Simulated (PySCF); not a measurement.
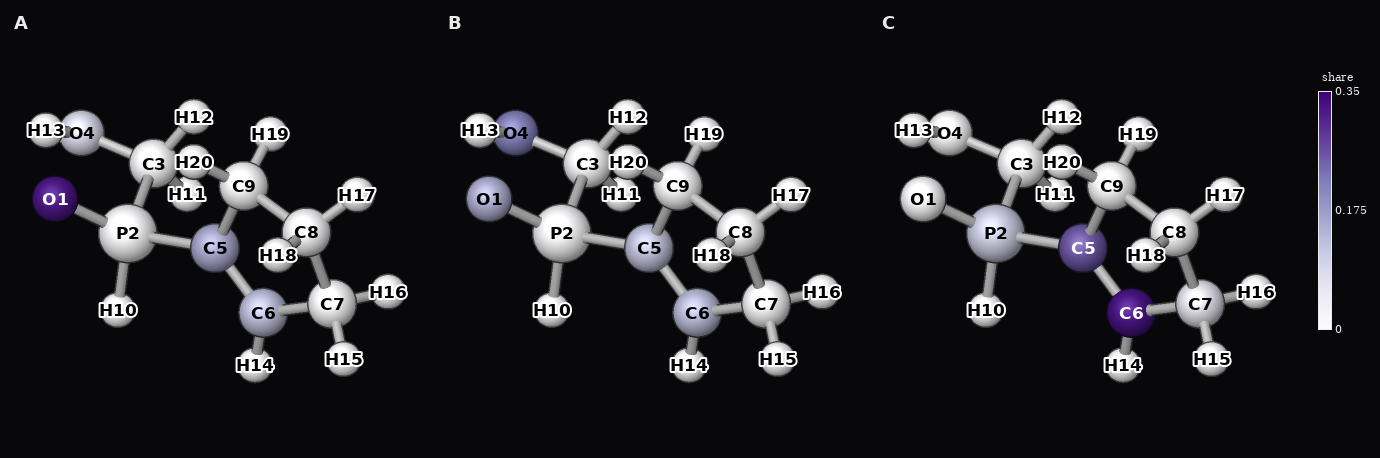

Each panel colours the atoms by their Löwdin share in one orbital (up to four of the largest shares; other atoms are shown as zero). The geometry was computed by an optimisation with PBE0-D3(BJ)/def2-SVP. No frequency run is at hand to confirm it as a minimum. Computed with B3LYP/def2-SVPD (PySCF 2.14.0).

Question: The panels show the HOMO−1, HOMO, LUMO, in some order. Which is which?

Answer: A: HOMO−1, −7.69 eV; O1 0.32, C5 0.15, C6 0.12, O4 0.08
B: HOMO, −7.31 eV; O4 0.21, O1 0.14, C6 0.13, C5 0.12
C: LUMO, −1.16 eV; C6 0.33, C5 0.26, P2 0.10, C7 0.06
